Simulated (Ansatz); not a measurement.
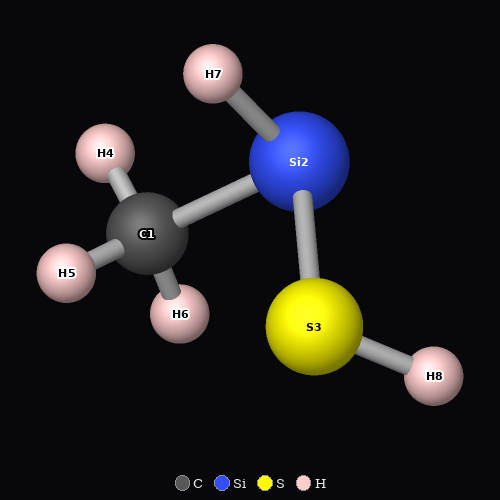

The system is CH5SSi, SMILES C[SiH-]S, charge −1; the picture shows the reference structure. Coordinates scanned: (1) angle C1–Si2–S3; (2) dihedral C1–Si2–S3–H8. Nothing is relaxed (all other coordinates rigid). The scan uses a 15 × 15 grid. All energies are given in kJ/mol relative to the lowest grid point. All numbers below come from RKS PBE-D4/def2-SVPD in Ansatz.

Its coordinates:

```xyz
8

C    -0.6148    0.8811   -0.4285
Si    1.0374   -0.2030   -0.3904
S     0.3550   -1.7987    1.1637
H    -0.3832    1.8723   -0.8825
H    -1.0683    1.0618    0.5700
H    -1.3860    0.4013   -1.0682
H     1.7223    0.6469    0.7237
H     0.3377   -2.8616    0.3122
```

Range: angle C1–Si2–S3 from 73.3 to 123.3°; dihedral C1–Si2–S3–H8 from −180 to 156°.

Predict the map.

Answer. The lowest grid point is at angle C1–Si2–S3 = 98.3°, dihedral C1–Si2–S3–H8 = 108°. There is a further well near angle C1–Si2–S3 = 98.3°, dihedral C1–Si2–S3–H8 = −60° (3.9 kJ/mol above the lowest at that grid point). The highest grid point, angle C1–Si2–S3 = 73.3°, dihedral C1–Si2–S3–H8 = −12°, lies 104.5 kJ/mol above the lowest. On the interpolated surface the easiest way out of the lowest well to the well at about angle C1–Si2–S3 = 98°, dihedral C1–Si2–S3–H8 = −50° passes a barrier of about 16 kJ/mol. Round the minimum the valley is somewhat tilted: raising angle C1–Si2–S3 shifts the best value of dihedral C1–Si2–S3–H8 downwards (coupling k₁₂/√(k₁₁k₂₂) about 0.2).

```tsv
dihedral C1–Si2–S3–H8 ↓, angle C1–Si2–S3 →	73.3	76.8	80.4	84.0	87.6	91.1	94.7	98.3	101.8	105.4	109.0	112.6	116.1	119.7	123.3
156	51.9	34.7	22.1	13.5	8.1	5.3	4.6	5.6	8.2	12.2	17.6	24.1	31.5	40.1	49.8
132	61.4	41.0	25.8	15.0	7.8	3.5	1.3	1.2	2.7	5.7	10.1	15.8	22.4	30.2	39.1
108	72.9	49.2	31.3	18.6	9.8	4.2	1.0	0.0	0.7	3.1	6.9	12.0	18.1	25.5	34.0
84	79.7	54.7	35.9	22.6	13.4	7.6	4.3	3.1	3.8	6.1	9.9	15.0	21.1	28.5	37.0
60	82.7	57.7	39.3	26.4	17.8	12.6	9.8	9.2	10.4	13.2	17.4	22.9	29.4	37.2	46.0
36	89.0	62.7	43.7	30.6	22.1	17.2	14.8	14.7	16.4	19.7	24.5	30.5	37.4	45.7	54.9
12	99.9	69.1	47.3	32.7	23.4	18.0	15.4	15.3	17.1	20.5	25.4	31.6	38.7	47.0	56.4
−12	104.5	69.3	45.0	29.1	19.0	13.2	10.4	10.0	11.5	14.7	19.4	25.3	32.2	40.3	49.5
−36	92.4	60.8	38.5	23.7	14.0	8.2	5.2	4.4	5.6	8.4	12.6	18.1	24.5	32.2	40.9
−60	82.9	56.5	37.0	23.4	14.1	8.3	5.0	3.9	4.6	6.9	10.6	15.6	21.7	29.0	37.3
−84	84.4	59.6	40.9	27.6	18.4	12.5	9.1	7.8	8.4	10.6	14.2	19.2	25.2	32.5	40.8
−108	85.0	61.0	43.0	30.3	21.7	16.5	13.6	12.9	14.0	16.7	20.8	26.3	32.7	40.4	49.2
−132	76.0	54.4	38.6	27.7	20.7	16.8	15.2	15.6	17.7	21.4	26.5	32.9	40.2	48.7	58.3
−156	61.4	43.1	30.0	21.3	16.0	13.5	13.2	14.7	17.8	22.4	28.3	35.5	43.5	52.8	63.1
−180	51.3	34.9	23.2	15.5	11.0	9.0	9.0	10.9	14.1	18.9	24.9	32.1	40.2	49.5	59.8
```

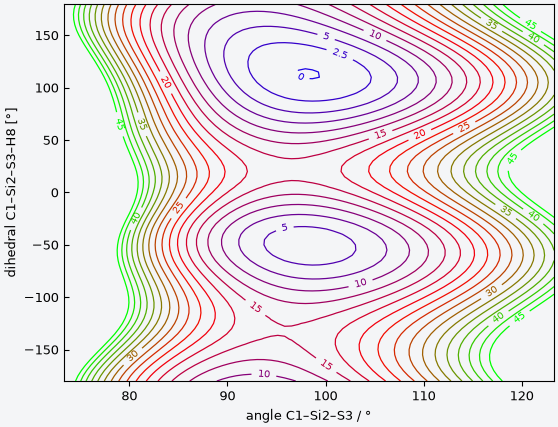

Drawn: contour lines labelled in kJ/mol (none above 45). Between grid points the surface is interpolated.

Each point was launched as `ansatz run input.yaml --threads 1 --pin off --max-ram 2560MiB --backend cpu --events-out ev --progress --plain --runs-dir out`. The whole map (225 points run) took 12 min on 1 thread of Arm Neoverse V2, with other jobs on the host.
